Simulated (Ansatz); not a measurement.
**Hexafluoroethane (C₂F₆): small, medium and large basis sets**

How large a basis does hexafluoroethane (C₂F₆) need? Two functionals are run in growing sets.

Method: one geometry, several basis sets; program: Ansatz 0.2.0, Gaussian basis.

The runs, in order: PBE0-D4/def2-SVP; ωB97M-V/def2-SVP; PBE0-D4/def2-QZVPP; ωB97M-V/def2-QZVPP; the functionals' def2-TZVPP values are taken from earlier runs.

## 1. The relaxed structure

The geometry comes from an earlier relaxation with PBE0-D4 in a triple-zeta def2 set; it is a stationary point, not always the lowest conformer.

SMILES `FC(F)(F)C(F)(F)F`, 8 atoms, charge 0, spin multiplicity 1.

Atoms are counted from 1 here; the program's logs count them from 0.

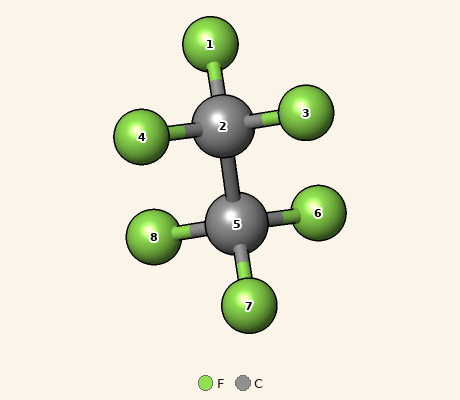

The geometry (fluorine green, carbon grey); atoms are numbered from 1 in the order of the file.

As a file:

```
F     1.0707   -0.7790    1.1481
C     0.6749   -0.4037   -0.0595
F     1.6114    0.3578   -0.6062
F     0.4965   -1.4799   -0.8118
C    -0.6518    0.3894    0.0455
F    -0.4731    1.4664    0.7966
F    -1.0484    0.7635   -1.1622
F    -1.5880   -0.3716    0.5936
```

## 2. PBE0-D4 in def2-SVP

in.yaml reads:

```yaml
crystal:
  periodic: [false, false, false]
  atoms:
    - {symbol: F, position_ang: [1.070713, -0.778979, 1.148129]}
    - {symbol: C, position_ang: [0.674864, -0.403717, -0.059497]}
    - {symbol: F, position_ang: [1.611411, 0.357770, -0.606208]}
    - {symbol: F, position_ang: [0.496497, -1.479876, -0.811788]}
    - {symbol: C, position_ang: [-0.651817, 0.389442, 0.045546]}
    - {symbol: F, position_ang: [-0.473077, 1.466370, 0.796646]}
    - {symbol: F, position_ang: [-1.048418, 0.763457, -1.162219]}
    - {symbol: F, position_ang: [-1.587972, -0.371567, 0.593589]}
basis:
  gaussian: {orbitals: def2-SVP}
hamiltonian: {xc: pbe0, dispersion: d4}
output: {orbitals: {seedname: orbitals}}
```

On the command line:

```
ansatz run in.yaml --threads 2 --pin off --events-out ev --progress --plain --max-ram 32768MiB --backend cpu
```

Further steps of the session: ωB97M-V in def2-SVP; PBE0-D4 in def2-QZVPP; ωB97M-V in def2-QZVPP.

Q: Predict the results of all the runs planned. Wanted: PBE0-D4: double and triple zeta above quadruple; ωB97M-V: double and triple zeta above quadruple.

As calculated:

| quantity | value |
| --- | --- |
| PBE0-D4: double and triple zeta above quadruple | 23.04, 0.91 eV |
| ωB97M-V: double and triple zeta above quadruple | 23.40, 0.85 eV |

**Reading.** PBE0-D4 gains 22.13 eV from double to triple zeta, then 0.91 eV more. Total energies overstate the basis error of differences, where much of it tends to cancel. The LUMO of ωB97M-V is positive and keeps falling with the basis (5.09 to 3.37 eV): an unbound level that the basis holds in place.
